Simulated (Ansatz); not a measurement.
**What RbSbS3 (model cell, started as cubic perovskite with Sb in the octahedra) distorts into**

Which phase does RbSbS3 (model cell, started as cubic perovskite with Sb in the octahedra) fall into along its unstable mode, and how much energy does it gain?

Main program and level: Ansatz 0.2.0; DFT PBEsol, scalar-relativistic, plane waves, PAW; PAW set soft_1.

The structure was built from a prototype and need not be the compound's stable phase.

### 1. Starting point

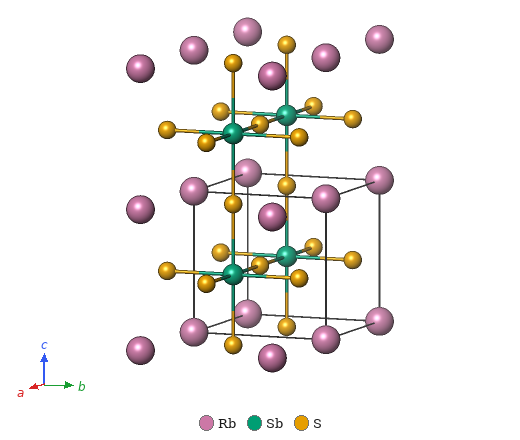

The starting structure, seen slightly off an axis (rubidium pink, antimony teal, sulfur orange). 2×1×2 cells are drawn. Some periodic images of atoms are drawn too.

Structure file:

```cif
data_structure
_symmetry_space_group_name_H-M 'Pm-3m'
_symmetry_Int_Tables_number 221
_cell_length_a 5.0714
_cell_length_b 5.0714
_cell_length_c 5.0714
_cell_angle_alpha 90.000
_cell_angle_beta 90.000
_cell_angle_gamma 90.000
_cell_volume 130.43
loop_
_atom_site_label
_atom_site_type_symbol
_atom_site_symmetry_multiplicity
_atom_site_Wyckoff_symbol
_atom_site_fract_x
_atom_site_fract_y
_atom_site_fract_z
_atom_site_occupancy
Rb1 Rb 1 a 0.00000 0.00000 0.00000 1
Sb1 Sb 1 b 0.50000 0.50000 0.50000 1
S1 S 3 c 0.50000 0.50000 0.00000 1
```

### 2. Phonons on a q mesh

The cell comes from relaxations at this level that are not shown. Stability and thermal properties need the whole zone. Linear response on a 2×2×2 q mesh gives force constants as far as a supercell of that size would.

The input, input.yaml:

```yaml
crystal:
  lattice:
    - [5.0714313962, 0.0, 0.0]
    - [0.0, 5.0714313962, 0.0]
    - [0.0, 0.0, 5.0714313962]
  atoms:
    - { symbol: Rb, position: [0.0, 0.0, 0.0] }
    - { symbol: Sb, position: [0.5, 0.5, 0.5] }
    - { symbol: S, position: [0.5, 0.5, 0.0] }
    - { symbol: S, position: [0.5, 0.0, 0.5] }
    - { symbol: S, position: [0.0, 0.5, 0.5] }
kpoints:
  mp_grid: { grid: [8, 8, 8] }
hamiltonian:
  xc: pbesol
  pseudopotentials: { kind: paw, azcp: { folder: soft_1 }, xc_functional: pbe }
scf:
  occupations: { method: methfessel_paxton, width: 0.2 }
output:
  eigenvalues: true
phonons:
  method: dfpt
  qmesh: [2, 2, 2]
  temperatures: { t_max: 1000, t_step: 50 }
  qpath:
    path:
      - [[0.0, 0.0, 0.0], [0.0, 0.5, 0.0], [0.5, 0.5, 0.0], [0.0, 0.0, 0.0], [0.5, 0.5, 0.5], [0.0, 0.5, 0.0]]
      - [[0.5, 0.5, 0.5], [0.5, 0.5, 0.0]]
    npoints: 10
```

Command:

```console
$ ansatz run input.yaml --threads 8 --pin off --max-ram 16384MiB --backend cpu --events-out ev --progress --plain --runs-dir out
```

Numbers of over 12 decimals in the logs are rounded to 6 here.

Log:

```text
Engine: ansatz 0.2.0, aarch64-unknown-linux-gnu
Pseudopotentials: kind: paw
Pseudopotential: Rb, paw, valence charge 9, recommended cutoff 420 eV (normal), soft_1/Rb.paw.azcp
Pseudopotential: Sb, paw, valence charge 15, recommended cutoff 420 eV (normal), soft_1/Sb.paw.azcp
Pseudopotential: S, paw, valence charge 6, recommended cutoff 420 eV (normal), soft_1/S.paw.azcp
Functional definition: PBEsol
  exchange = pbesol_x
  correlation = pbesol_c
Crystal: 5 atoms, lattice volume = 130.434 Å³
Basis set: ecut = 420 eV, 2517 PW (Γ), exchange–correlation on 72×72×72 points (8 copies of the dense FFT grid, shifted against one another)
Bands: 26, of which v1, the nominal top of the filled ones, is band 21 counted from 1 (20 counted from 0)
Symmetry: 48 space group operations
k-points: 35 of 512
Non-local potential: Rb, projectors of the file, l = 0: 3, l = 1: 2, l = 2: 2
Non-local potential: Sb, projectors of the file, l = 0: 2, l = 1: 2, l = 2: 2, l = 3: 1
Non-local potential: S, projectors of the file, l = 0: 2, l = 1: 2, l = 2: 1
PAW form: soft (Blöchl's): semilocal exchange-correlation on the pseudo side does not see the compensation charge
PAW frozen core: Rb, regenerated for the run's functional, and the local potential with it (the file was generated under x = pbe(κ = 0.804, μ = 0.219515), c = pbe(β = 0.066725))
PAW frozen core: Sb, regenerated for the run's functional, and the local potential with it (the file was generated under x = pbe(κ = 0.804, μ = 0.219515), c = pbe(β = 0.066725))
PAW frozen core: S, regenerated for the run's functional, and the local potential with it (the file was generated under x = pbe(κ = 0.804, μ = 0.219515), c = pbe(β = 0.066725))
PAW one-centre angular grid: Rb, 110 points (default); XC on 64 Gauss nodes
PAW one-centre angular grid: Sb, 590 points (default); XC on 64 Gauss nodes
PAW one-centre angular grid: S, 110 points (default); XC on 64 Gauss nodes
Initial density: superposition of atomic densities (chi_scale 0.1, normalization cell, long waves kept (reshape's long-wave potential 0.00 eV rms))
Initial wavefunctions: pseudopotential atomic-orbital guess
Functional: x = pbesol(κ = 0.804, μ = 0.123457), c = pbesol(β = 0.046)
SCF iter   1: F=—  HF=-12282.881126 eV  |F-HF|=—  |Δ(HF+E_count)|=         —  Δρ=3.30e-2  dr2=3.92e0  ethr=3.10e-3  ⟨swp⟩=7.3  Hψ=4844  notcnv=0
preconditioner: auto → Kerker (q_TF=auto, 2.259 Å⁻¹)  [metal: Δε(μ)=0.035 eV  Ē_g=10.461 eV  σ=0.200 eV  W_gap=0.15  n_scr=26 (ndim 8)  ℏωp=17.8 eV  f_vac=0.000  D(μ)=2.54/eV (n_scr^D=18)]
SCF iter   2: F=—  HF=-12282.048637 eV  |F-HF|=—  |Δ(HF+E_count)|=   8.32e-1  S|Δr|=    0.00e0  Δρ=2.01e-2  dr2=1.81e0  ethr=3.10e-3  ⟨swp⟩=3.3  Hψ=1604  notcnv=0  defer=15
SCF iter   3: F=—  HF=-12281.386704 eV  |F-HF|=—  |Δ(HF+E_count)|=   6.62e-1  S|Δr|=    0.00e0  Δρ=6.89e-3  dr2=1.66e-1  ethr=3.10e-3  ⟨swp⟩=3.9  Hψ=2142  notcnv=0  defer=13
SCF iter   4: F=—  HF=-12281.328301 eV  |F-HF|=—  |Δ(HF+E_count)|=   5.84e-2  S|Δr|=    0.00e0  Δρ=2.80e-3  dr2=3.15e-2  ethr=3.94e-4  ⟨swp⟩=2.5  Hψ=1288  notcnv=0  defer=4
SCF iter   5: F=—  HF=-12281.317765 eV  |F-HF|=—  |Δ(HF+E_count)|=   1.05e-2  S|Δr|=    0.00e0  Δρ=9.26e-4  dr2=2.04e-3  ethr=7.51e-5  ⟨swp⟩=2.2  Hψ=1408  notcnv=0  defer=4
SCF iter   6: F=—  HF=-12281.318306 eV  |F-HF|=—  |Δ(HF+E_count)|=   5.41e-4  S|Δr|=    0.00e0  Δρ=3.84e-4  dr2=3.30e-4  ethr=4.86e-6  ⟨swp⟩=2.0  Hψ=1652  notcnv=0  defer=3
SCF iter   7: F=—  HF=-12281.318265 eV  |F-HF|=—  |Δ(HF+E_count)|=   4.11e-5  S|Δr|=    0.00e0  Δρ=6.22e-5  dr2=4.57e-6  ethr=7.86e-7  ⟨swp⟩=2.0  Hψ=1507  notcnv=0  defer=3
SCF iter   8: F=—  HF=-12281.318282 eV  |F-HF|=—  |Δ(HF+E_count)|=   1.71e-5  S|Δr|=    0.00e0  Δρ=1.54e-5  dr2=5.04e-7  ethr=1.09e-8  ⟨swp⟩=2.8  Hψ=1746  notcnv=0  defer=3
SCF iter   9: F=—  HF=-12281.318281 eV  |F-HF|=—  |Δ(HF+E_count)|=   1.08e-6  S|Δr|=    0.00e0  Δρ=4.39e-6  dr2=5.44e-8  ethr=1.20e-9  ⟨swp⟩=2.0  Hψ=1305  notcnv=0  defer=6
SCF iter  10: F=—  HF=-12281.318281 eV  |F-HF|=—  |Δ(HF+E_count)|=   3.14e-8  S|Δr|=    0.00e0  Δρ=1.17e-6  dr2=3.76e-9  ethr=1.30e-10  ⟨swp⟩=2.2  Hψ=1417  notcnv=0  defer=6
SCF iter  11: F=—  HF=-12281.318281 eV  |F-HF|=—  |Δ(HF+E_count)|=   2.91e-9  S|Δr|=    0.00e0  Δρ=3.09e-7  dr2=1.84e-10  ethr=8.96e-12  ⟨swp⟩=2.3  Hψ=1379  notcnv=0  defer=6
SCF iter  12: F=-12281.318281 eV  HF=-12281.318281 eV  |F-HF|=3.64e-12  |Δ(HF+E_count)|=  2.33e-10  S|Δr|=    0.00e0  Δρ=5.36e-8  dr2=4.33e-12  ethr=1.00e-12  ⟨swp⟩=10.7  Hψ=6825  notcnv=0
SCF 1 converged in 12 iterations: F = -12281.318281 eV  dr2 = 4.33e-12
  greatest PAW one-centre occupation: 0.997 electrons in one spin orbital (limit 2), on the Sb atom at site 1 (counted from 0), in its partial waves of l = 2
Initial density: read from a saved state, or passed on in memory by an earlier SCF of this step, an earlier step, the calling program or the single point that the run made first
iter 1 solved again at ethr=4.17e-7 eV; its pass at ethr=3.10e-3 eV (dr2=1.75e-4 eV) is discarded
SCF iter   1: F=—  HF=-12281.318286 eV  |F-HF|=—  |Δ(HF+E_count)|=         —  Δρ=8.51e-7  dr2=1.01e-9  ethr=4.17e-7  ⟨swp⟩=3.3  Hψ=7867  notcnv=0
eigensolver tolerance schedule: the retry pair's looser diagonalisation over-reported the residual by 173277.13 of it (diagonalisation noise at an unbounded share of the residual, at the tolerance the schedule requests for it); recorded, not acted on — ethr = c·dr2/N_el stays at c = 1.0e-1
preconditioner: auto → Kerker (q_TF=auto, 2.259 Å⁻¹)  [metal: Δε(μ)=0.046 eV  Ē_g=9.981 eV  σ=0.200 eV  W_gap=0.19  n_scr=26 (ndim 8)  ℏωp=17.8 eV  f_vac=0.009  D(μ)=3.58/eV (n_scr^D=26)]
SCF iter   2: F=—  HF=-12281.318281 eV  |F-HF|=—  |Δ(HF+E_count)|=   4.95e-6  S|Δr|=    0.00e0  Δρ=4.10e-7  dr2=1.93e-10  ethr=2.41e-12  ⟨swp⟩=4.9  Hψ=3205  notcnv=0
SCF iter   3: F=—  HF=-12281.318281 eV  |F-HF|=—  |Δ(HF+E_count)|=  5.64e-11  S|Δr|=    0.00e0  Δρ=2.67e-7  dr2=8.79e-11  ethr=1.00e-12  ⟨swp⟩=1.0  Hψ=910  notcnv=0
SCF iter   4: F=—  HF=-12281.318281 eV  |F-HF|=—  |Δ(HF+E_count)|=  1.82e-11  S|Δr|=    0.00e0  Δρ=1.53e-7  dr2=3.04e-11  ethr=1.00e-12  ⟨swp⟩=1.0  Hψ=910  notcnv=0
SCF iter   5: F=-12281.318281 eV  HF=-12281.318281 eV  |F-HF|=3.64e-12  |Δ(HF+E_count)|=  1.46e-11  S|Δr|=    0.00e0  Δρ=5.39e-8  dr2=4.33e-12  ethr=1.00e-12  ⟨swp⟩=4.4  Hψ=3556  notcnv=0
SCF 2 converged in 5 iterations: F = -12281.318281 eV  dr2 = 4.33e-12
phonons: the bands overlap, so this run is a metal and interpolates without the dipole-dipole term. If the crystal is really an insulator or semiconductor, its LO-TO splitting is missing
NSCF: frozen V_eff on 35 k-points
NSCF: frozen V_eff on 125 k-points
DFPT response loops at q = (0, 0, 0) (fractional): preconditioner auto → Kerker (q_TF=auto, 2.259 Å⁻¹) (partly filled bands, converged f_vac=0.009); β = 1.00, the filter's whole step (`scf.mixing.beta` (0.50) is not read by the response loops under this deck's `scf.mixing.preconditioner`; to damp them name `kerker` or `kerker_dos`, under which they read `scf.mixing.beta`, and type it under 1.00, their step now; both keys bind the ground state too); Broyden in place of MSR1
NSCF: frozen V_eff on 250 k-points
DFPT response loops at q = (0, 0, -0.5) (fractional): mixed as the last ones told, above
NSCF: frozen V_eff on 250 k-points
DFPT response loops at q = (0, -0.5, -0.5) (fractional): mixed as the last ones told, above
NSCF: frozen V_eff on 250 k-points
DFPT response loops at q = (-0.5, -0.5, -0.5) (fractional): mixed as the last ones told, above
SCF converged after 12 iterations
Stability not checked: this state was not tested for a lower state beside it, because cold or Methfessel-Paxton smearing, or corrected tetrahedra, fill the levels in a way that the test cannot read (fill_not_monotonic; see scf.lower_state_search)
Free energy (F): -12281.318281 eV
Harris-Foulkes:  -12281.318281 eV  (|F-HF|=3.64e-12)
Internal energy: -12281.320559 eV  (E = F + TS)
E sigma→0 (E₀):  -12281.318850 eV
Entropy (-TS):   0.002279 eV (0.456 meV/atom)
Fermi energy:    5.352366 eV
--- Per-component energies (eV) ---
  E_band       = -293.873927
  E_kinetic    = 658.676972
  E_local      = -2912.579718  (includes V_loc(G=0)·N_el)
  E_nonlocal   = 685.035889
  E_hartree    = 1083.949540
  E_xc         = -483.870953
  E_vxc        = -465.684206  (∫ρ·V_xc dr)
  E_paw        = -8818.040582  (= ΣΔE_a)
  E_vpaw       = -427.222025  (= ΣTr[D̂ρ^β])
  E_aug_tail   = 0.000114  (compensation charges beyond the density's cutoff)
  E_ewald      = -2495.133196
  E_core_change = 0.641374  (= ΣΔE_core)
  E_smearing   = 0.002279  (= −TS)
  E_closure    = 0.000000  (closes the sum)
  Σ components = -12281.318281   (vs F -12281.318281, Δ=0.00e0)
--- Band table (eV; the first three rows and the last of 35) ---
  k-point 0: bands = [... 17 lower, 4.6660, 4.6660, 4.8534, 4.8534, 4.8534, 9.9656, 10.5503, 10.5503, ... 1 higher]
  k-point 1: bands = [... 17 lower, 4.5984, 4.5993, 4.7738, 4.8057, 4.8057, 10.2181, 10.6221, 10.7927, ... 1 higher]
  k-point 2: bands = [... 17 lower, 4.4126, 4.4487, 4.6976, 4.7281, 4.7281, 10.7003, 10.8298, 10.9702, ... 1 higher]
  k-point 34: bands = [... 17 lower, 4.0075, 5.7565, 5.7565, 5.7565, 6.7422, 6.7422, 6.7422, 9.0167, ... 1 higher]
--- Phonons (Γ-DFPT): 4 representative perturbations + reference (Σ response iterations 12) ---
  ASR residual: 1.620e-5 → 0.000e0 eV/Å²; symmetrization residual: 1.615e-6 eV/Å²
  ASR residual per site (eV/Å²): 1.62e-5 1.35e-6 7.67e-6 7.67e-6 7.67e-6
  Γ frequencies (cm⁻¹): -79.32 -79.32 -79.32 -4.77 -4.77 -4.77 0.00 0.00 0.00 75.53 75.53 75.53 199.65 199.65 199.65
--- Phonons (arbitrary-q DFPT): 4 irreducible q on the 2×2×2 mesh ---
  q = [0.0000, 0.0000, 0.0000] (star 1, of the zone-centre solve; hermiticity 8.05e-7, symmetrization 1.95e-11): -79.32 -79.32 -79.32 -4.77 -4.77 -4.77 -0.00 -0.00 0.00 75.53 75.53 75.53 199.65 199.65 199.65
  q = [0.0000, 0.0000, -0.5000] (star 3, 9 solved perturbations in 975 linear systems a pass and spin channel, the states on 125 of 512 k-point pairs; hermiticity 1.05e-6, symmetrization 8.47e-12): -125.77 -111.96 -74.23 -74.23 -58.74 -58.74 51.84 51.84 64.05 64.94 64.94 150.16 212.13 212.13 243.24
  q = [0.0000, -0.5000, -0.5000] (star 3, 9 solved perturbations in 975 linear systems a pass and spin channel, the states on 125 of 512 k-point pairs; hermiticity 8.45e-7, symmetrization 1.35e-13): -120.31 -120.31 -73.81 -73.81 -53.25 -28.47 37.26 58.57 64.80 64.80 151.28 151.28 218.53 224.32 245.32
  q = [-0.5000, -0.5000, -0.5000] (star 1, 4 solved perturbations in 350 linear systems a pass and spin channel, the states on 125 of 512 k-point pairs; hermiticity 2.89e-7, symmetrization 1.48e-11): -71.59 -71.59 -71.59 -62.20 -62.20 -62.20 67.39 67.39 67.39 151.11 151.11 151.11 219.53 219.53 270.03
  sum rule: each row above includes the acoustic sum rule's correction from the zone centre's row sums; it moved no ω² by more than (0.26 cm⁻¹)²
  mesh force constants: q→R imaginary residual 2.72e-18; ASR residual 1.620e-5 → 0.000e0 eV/Å²; symmetrization residual 6.217e-15 eV/Å²
  interpolated dispersion: 62 rows × 15 modes
  density of states and harmonic sums: on the 12×12×12 q-mesh, interpolated from the force constants of a 2×2×2 supercell (no non-analytic term)
  largest difference from the sums on the solved wave vectors: F 6.50e-2 eV, S 9.71e-5 and C_V 3.23e-5 eV/K
  zero-point energy: 0.072775 eV/cell   skipped modes (ω ≤ 0): 507, of them read as no rigid motion or as one in doubt: 504 (6.000e0 modes/cell left out, lowest -125.77 cm⁻¹)   left out of the sums: 4.00e-1 of the cell's modes: C_V's classical limit lies that fraction below 3 k_B per atom; for a crystal, a wire or a layer, F and S can be off by more, and a phonons.interpolated_qmesh denser along its periods is the remedy for the sampling
```

It took 96 s on 8 threads of Arm Neoverse V2, shared host; peak memory 1.4 GiB; 12 min of CPU time.

This step gave:

```
volume per atom                                         : 26.09 Å³
gap on the k-mesh                                       : 0 eV
sum-rule residual before enforcement                    : 1.62e-5 eV/Å²
lowest frequency on the path                            : -125.8 cm⁻¹
point group                                             : m-3m
highest frequency on the path or at a solved wavevector : 270.0 cm⁻¹
highest optical mode at the zone centre (no LO-TO term) : 199.7 cm⁻¹
lowest optical zone-centre mode                         : -79.32 cm⁻¹
lowest mode on the q mesh (acoustic modes at Γ apart)   : -125.8 cm⁻¹
```

Frequencies (cm⁻¹) solved at each irreducible wavevector; negative means imaginary. Frequencies by wavevector, by row:

```csv
q in reciprocal lattice units,star,mode 1,mode 2,mode 3,mode 4,mode 13,mode 14,mode 15
0 0 0,1,-79.3,-79.3,-79.3,-4.8,199.7,199.7,199.7
0 0 -0.5,3,-125.8,-112,-74.2,-74.2,212.1,212.1,243.2
0 -0.5 -0.5,3,-120.3,-120.3,-73.8,-73.8,218.5,224.3,245.3
-0.5 -0.5 -0.5,1,-71.6,-71.6,-71.6,-62.2,219.5,219.5,270
```

Interpolated from a 2×2×2 q mesh. Phonon branches along the path, in cm⁻¹:

| point | branch 1 | branch 2 | branch 3 | branch 4 | branch 12 | branch 13 | branch 14 | branch 15 |
| --- | --- | --- | --- | --- | --- | --- | --- | --- |
| Γ | -79 | -79 | -79 | -5 | 76 | 200 | 200 | 200 |
| X | -126 | -112 | -74 | -74 | 150 | 212 | 212 | 243 |
| M | -120 | -120 | -74 | -74 | 151 | 218 | 224 | 245 |
| Γ | -79 | -79 | -79 | -5 | 76 | 200 | 200 | 200 |
| R | -72 | -72 | -72 | -62 | 151 | 220 | 220 | 270 |
| X | -126 | -112 | -74 | -74 | 150 | 212 | 212 | 243 |
| jump to R | -72 | -72 | -72 | -62 | 151 | 220 | 220 | 270 |
| M | -120 | -120 | -74 | -74 | 151 | 218 | 224 | 245 |

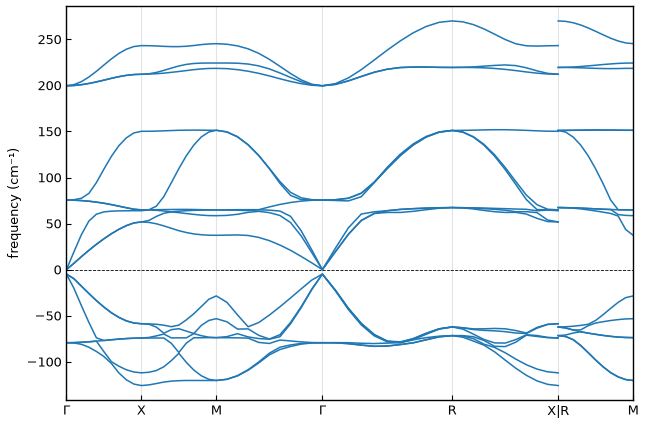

Phonon branches along the path.

Symmetry leaves 4 wavevectors to solve. The lowest mode among them, the acoustic zeros apart, lies at q = (0, 0, -0.5) and is imaginary, 125.8i cm⁻¹, so the energy falls along it.

### 3. The mode frozen in, largest atomic shift 0 Å

The mode followed lies at q = (0, -0.5, -0.5) with frequency 120.3i cm⁻¹ and is 2-fold degenerate, one of the unstable modes though not the softest. At small amplitude the distorted cell has space group no. 51 by a symmetry search on the positions. The undistorted cell that holds it gives the zero of energy on the same k mesh.

System of this step: RbSbS3 (model cell, started as cubic perovskite with Sb in the octahedra). It takes space group Pm-3m (No. 221, cubic). The conventional cell has a = 5.071 Å, b = 5.071 Å, c = 5.071 Å, α = 90.00°, β = 90.00°, γ = 90.00°. Nearest to Rb lie 12 S at 3.59 Å. Sb has 6 S at 2.54 Å nearest. Nearest to S lie 2 Sb at 2.54 Å and 4 Rb at 3.59 Å. Nearest to S lie 2 Sb at 2.54 Å and 4 Rb at 3.59 Å. Farther neighbours and most contacts between anions are not listed.

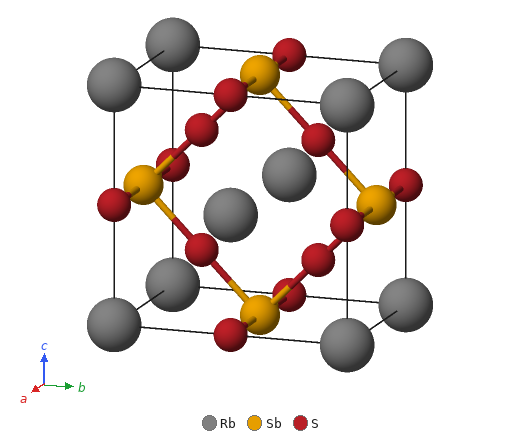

The cell of this step (rubidium grey, antimony orange, sulfur red). Some periodic images of atoms are drawn too.

The input, input.yaml:

```yaml
crystal:
  lattice:
    - [-5.0714313962, 0.0, 0.0]
    - [0.0, -5.0714313962, -5.0714313962]
    - [0.0, -5.0714313962, 5.0714313962]
  atoms:
    - { symbol: Rb, position: [0.0, 0.5, 0.5] }
    - { symbol: Rb, position: [0.0, 1.0, 1.0] }
    - { symbol: Sb, position: [0.5, 0.0, 0.5] }
    - { symbol: Sb, position: [0.5, 0.5, 0.0] }
    - { symbol: S, position: [0.5, 0.75, 0.75] }
    - { symbol: S, position: [0.5, 0.25, 0.25] }
    - { symbol: S, position: [0.5, 0.75, 0.25] }
    - { symbol: S, position: [0.5, 0.25, 0.75] }
    - { symbol: S, position: [1.0, 0.0, 0.5] }
    - { symbol: S, position: [1.0, 0.5, 0.0] }
kpoints:
  mp_grid: { grid: [8, 6, 6] }
hamiltonian:
  xc: pbesol
  pseudopotentials: { kind: paw, azcp: { folder: soft_1 }, xc_functional: pbe }
scf:
  occupations: { method: methfessel_paxton, width: 0.2 }
output:
  forces: true
  stress: true
  eigenvalues: true
```

Log:

```text
[...]
Crystal: 10 atoms, lattice volume = 260.869 Å³
Basis set: ecut = 420 eV, 5061 PW (Γ), exchange–correlation on 72×96×96 points (8 copies of the dense FFT grid, shifted against one another)
Bands: 52, of which v1, the nominal top of the filled ones, is band 42 counted from 1 (41 counted from 0)
Symmetry: 32 space group operations
[...]
k-points: 50 of 288
[...]
k-point 0: bands = [... 38 lower, 4.6715, 4.8539, 4.8557, 4.8557, 5.7224, 7.2850, 7.5367, 7.5367, ... 6 higher]
  k-point 1: bands = [... 38 lower, 4.6809, 4.7532, 4.8029, 4.8677, 5.5892, 6.2852, 8.0345, 8.6151, ... 6 higher]
  k-point 2: bands = [... 38 lower, 4.6568, 4.6593, 4.6621, 4.9535, 5.3494, 5.3562, 9.1407, 9.8282, ... 6 higher]
  k-point 49: bands = [... 38 lower, 3.9945, 3.9945, 5.7237, 5.7237, 7.2879, 7.2879, 7.5371, 7.5371, ... 6 higher]
[key lines of the parts left out:]
SCF converged after 9 iterations
Free energy (F): -24562.642996 eV
Fermi energy:    5.358997 eV
P = ⅓ Tr σ = -0.1194 GPa (-1.194 kbar)
```

Elapsed: 4.8 s, on 8 threads; peak memory 1.1 GiB.

Numbers from this step:

```yaml
pressure: -0.1194 GPa
energy_from_the_undistorted_cell: 0 meV/atom
```

The run ends at a pressure of -0.12 GPa.

### 4. The mode frozen in, largest atomic shift 0.45 Å

The atoms are moved along the unstable eigenvector, the largest shift by 0.45 Å, with the cell fixed.

input.yaml, the sections that differ from step 3:

```yaml
crystal:
  lattice:
    - [-5.0714313962, 0.0, 0.0]
    - [0.0, -5.0714313962, -5.0714313962]
    - [0.0, -5.0714313962, 5.0714313962]
  atoms:
    - { symbol: Rb, position: [0.0, 0.495985367, 0.5] }
    - { symbol: Rb, position: [0.0, 1.004014633, 1.0] }
    - { symbol: Sb, position: [0.5, 0.0072064488, 0.5] }
    - { symbol: Sb, position: [0.5, 0.4927935512, 0.0] }
    - { symbol: S, position: [0.5, 0.75, 0.75] }
    - { symbol: S, position: [0.5, 0.25, 0.25] }
    - { symbol: S, position: [0.5, 0.75, 0.25] }
    - { symbol: S, position: [0.5, 0.25, 0.75] }
    - { symbol: S, position: [1.0, -0.0627432428, 0.5] }
    - { symbol: S, position: [1.0, 0.5627432428, 0.0] }
# kpoints, hamiltonian, scf, output: as in step 3
```

Log:

```text
[...]
Crystal: 10 atoms, lattice volume = 260.869 Å³
Basis set: ecut = 420 eV, 5061 PW (Γ), exchange–correlation on 72×96×96 points (8 copies of the dense FFT grid, shifted against one another)
Bands: 52, of which v1, the nominal top of the filled ones, is band 42 counted from 1 (41 counted from 0)
Symmetry: 8 space group operations
[...]
k-points: 80 of 288
[...]
k-point 0: bands = [... 38 lower, 4.7238, 4.8211, 5.0295, 5.0549, 5.7702, 7.2639, 7.4347, 7.5484, ... 6 higher]
  k-point 1: bands = [... 38 lower, 4.6156, 4.8644, 4.9882, 4.9900, 5.6343, 6.4455, 7.8017, 8.6524, ... 6 higher]
  k-point 2: bands = [... 38 lower, 4.4599, 4.8096, 4.9904, 5.0047, 5.4083, 5.6513, 8.9269, 9.8237, ... 6 higher]
  k-point 79: bands = [... 38 lower, 4.2828, 4.2828, 5.6103, 5.6103, 6.8322, 6.8322, 7.9456, 7.9456, ... 6 higher]
[key lines of the parts left out:]
SCF converged after 11 iterations
Free energy (F): -24562.758597 eV
Fermi energy:    5.439247 eV
P = ⅓ Tr σ = -0.1700 GPa (-1.700 kbar)
```

Elapsed: 8.4 s, on 8 threads; peak memory 1.3 GiB; 64 s of CPU time.

Numbers from this step:

| Property | Result |
| --- | --- |
| pressure | -0.1700 GPa |
| energy from the undistorted cell | -11.39 meV/atom |

The energy, extrapolated to zero smearing, is -11.39 meV/atom against the undistorted cell.

The run ends at a pressure of -0.17 GPa, with forces up to 0.25 eV/Å.

(Continued in part 2 of 3.)

[Logs are printed without paths, hosts, clocks, repeated set-up lines and the standing remarks that a program may print on its own settings, such as how far it seeks lower states.]

[Hosts, paths, dates, database ids (printed as entryN), source tags and the programs' standing remarks are cut or masked in the printed files.]
